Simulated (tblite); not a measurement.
## Frequency calculation of C2H8NO2Si2 (charge −1)

System: C2H8NO2Si2, charge −1.
Method: GFN2-xTB harmonic vibrations, gas phase (tblite 0.8.0).

It belongs to a series of runs on one base structure; here: H on Si replaced by OCOCH3.

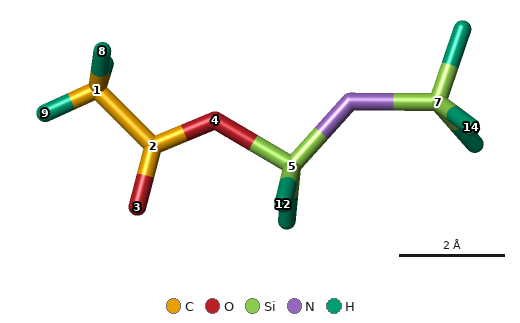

Fig. 1: The structure (stick view, seen at a tilt; atoms are numbered from 1 in the order of the input).

**Input**
```
{"job": {"kind": "ir", "xc": "GFN2-xTB", "basis": "xTB"}, "charge": -1, "multiplicity": 1}
C     -3.188717     0.379079    -0.192435
C     -2.017016    -0.539535     0.176192
O     -2.215065    -1.659890     0.599508
O     -0.883495     0.022912    -0.020045
Si     0.667117    -0.667926     0.266360
N      1.658330     0.578601    -0.193155
Si     3.327378     0.713906    -0.220229
H     -3.129740     1.285412     0.405498
H     -4.133792    -0.127062    -0.011990
H     -3.106278     0.654883    -1.241116
H      0.627400    -1.931679    -0.506981
H      0.593831    -1.098638     1.682508
H      3.674291     2.062885    -0.728063
H      4.044274     0.579712     1.082811
H      4.077069    -0.244671    -1.084845
```

The first line tells a small driver script what to run in tblite; the rest is the geometry in Å.

Launched with:
```bash
OMP_NUM_THREADS=1 python <driver script> task.json out
```

**Log**
```
mode    cm-1     km/mol
  1      32.1      0.28
  2      33.4      4.08
  3      47.6      0.10
  4      60.0      2.86
  5      83.1      2.29
  6     115.8      3.03
  7     144.6      4.53
  8     188.8      1.75
  9     356.3     29.32
 10     505.7     33.04
 11     555.0     17.10
 12     564.4     61.25
 13     589.4    225.00
 14     596.9    116.18
 15     653.4      2.84
 16     668.8    290.66
 17     770.9     50.82
 18     791.4    416.91
 19     816.5    224.72
 20     854.2    528.04
 21     868.8    146.92
 22     918.8    188.38
 23     938.5    180.81
 24     993.2     35.04
 25    1012.6     10.16
 26    1268.8   1256.97
 27    1316.3    104.63
 28    1350.0     35.83
 29    1467.1      2.12
 30    1469.1      9.77
 31    1744.4    622.68
 32    1906.3    587.44
 33    1961.0    554.03
 34    2006.5    794.85
 35    2047.5    515.19
 36    2097.4    322.52
 37    3026.6     26.70
 38    3029.5      9.87
 39    3037.8     50.05
```

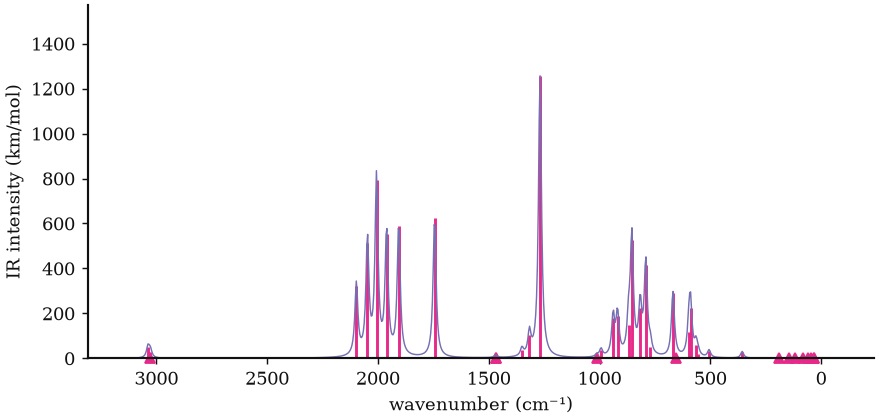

Fig. 2: Harmonic infrared spectrum, unscaled: sticks (degenerate modes added up, dark ones marked on the axis) with a Lorentzian envelope of 16 cm⁻¹ full width, scaled to the tallest stick. 39 modes from 32 to 3038 cm⁻¹, none imaginary. The strongest line is at 1269 cm⁻¹ (1257 km/mol).

**Key numbers**

- outcome: converged
- total energy: −631.2380 eV
- zero-point energy: 58.4530 kcal/mol
- hardware: 1 CPU thread, shared host
- wall time: 0.53 s
- peak memory: 0.18 GiB
